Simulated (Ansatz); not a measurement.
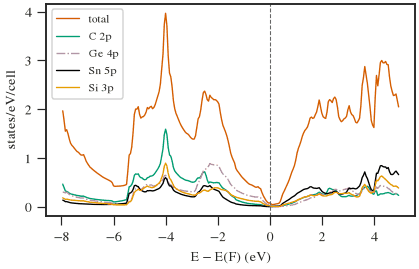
Fig. 1. Total and projected density of states of SiSnGeC in space group R3m (No. 160; C on 3a, Si on 3a, Ge on 3a, Sn on 3a), r²SCAN in the plane-wave PAW code Ansatz

### Question
Which orbitals carry the states next to the Fermi level?

### Answer
Within 0.5 eV of the Fermi level: Ge 4p 39 %, Si 3p 23 %, C 2p 13 %, Sn 5p 8 %, C 2s 7 %, Sn 5s 6 %. Projections are on Löwdin-orthogonalised atomic valence shells; empty p or d shells of many metals are not among them.

### Question
Where is the tallest occupied peak in this window, and what makes it?

### Answer
Near -4.0 eV, about 4.0 states/eV per cell; the largest projected share is C 2p.

The start of the workflow was typed in or built on a structure type; neither database checked (COD, Materials Project) lists it. Its standing as an ambient phase is unchecked. The cell was relaxed with r²SCAN under the symmetry of its start; whether a distortion lowers the energy is not shown. The volume moved by 22 % from the start of the relaxation. Its formation energy is positive at this level, so the cell may be metastable or incomplete. Spin–orbit coupling is left out wherever it is not named.

Potentials: the earlier of the program's two PAW sets.
